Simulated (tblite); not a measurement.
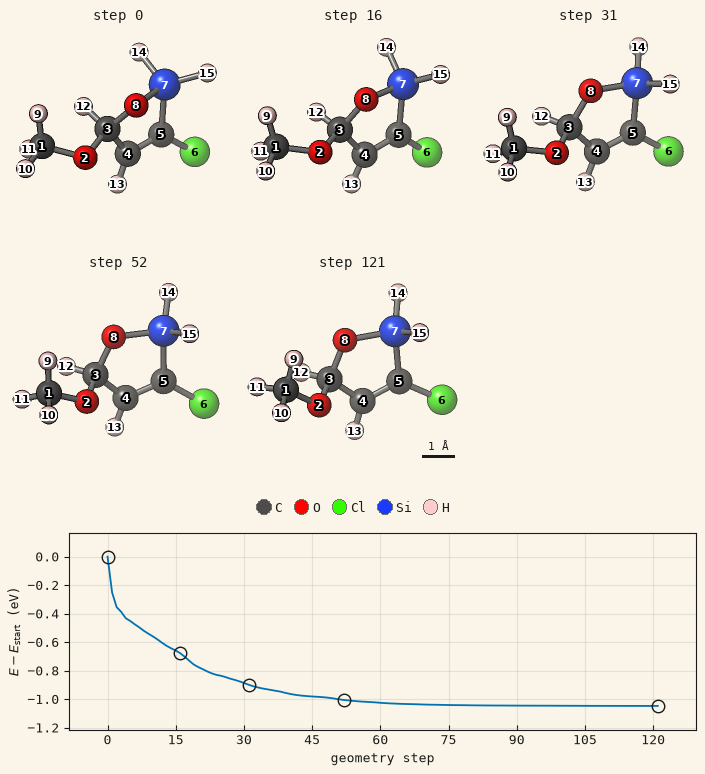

Frames of a relaxation of C$_{4}$H$_{7}$ClO$_{2}$Si, marked on the history of the run. The picture is a ball-and-stick view, seen at a tilt.

Level of theory: GFN2-xTB geometry optimisation, gas phase in tblite 0.8.0. 

> Describe the path.

The largest moves after the best rigid fit, 1.31 Å, are those of O8 and H15. Largest moves by element: O 1.31 Å, H 1.30 Å, C 0.78 Å, Cl 0.64 Å, Si 0.20 Å. Among the contacts that change: Si7–O8 1.749 → 1.636 Å, C5–Cl6 1.762 → 1.711 Å, C5–Si7 1.862 → 1.896 Å, C3–C4 1.472 → 1.503 Å. Among the angles between lasting bonds that change: C3–O8–Si7 98.4° → 116.0°, C3–C4–H13 125.8° → 118.2°, C5–C4–H13 121.4° → 127.6°. Groups turn about C3–O8 by about 55°, O2–C3 by about 50°, Si7–O8 by about 45°. After 121 geometry steps the energy has fallen by 1.047 eV. The run took 0.96 s on 1 thread of Arm Neoverse V1, with other jobs on the host. From step 0 to 16: H atoms move most (0.44 Å), energy −0.678 eV. From step 16 to 31: H14 moves most (0.56 Å), energy −0.221 eV. From step 31 to 52: H15 moves most (0.44 Å), energy −0.107 eV. From step 52 to 121: H11 moves most (0.42 Å), energy −0.042 eV.

| step | E − E(0), eV |
| --- | --- |
| 0 | 0.0000 |
| 1 | -0.2513 |
| 2 | -0.3542 |
| 3 | -0.3874 |
| 4 | -0.4321 |
| 5 | -0.4516 |
| 6 | -0.4750 |
| 7 | -0.4969 |
| 8 | -0.5207 |
| 9 | -0.5409 |
| 10 | -0.5603 |
| 16 | -0.6776 |
| 22 | -0.8064 |
| 28 | -0.8650 |
| 33 | -0.9173 |
| 39 | -0.9550 |
| 45 | -0.9811 |
| 51 | -1.0014 |
| 57 | -1.0188 |
| 63 | -1.0307 |
| 68 | -1.0358 |
| 74 | -1.0404 |
| 80 | -1.0430 |
| 86 | -1.0445 |
| 92 | -1.0454 |
| 98 | -1.0458 |
| 103 | -1.0464 |
| 109 | -1.0470 |
| 115 | -1.0472 |
| 121 | -1.0475 |
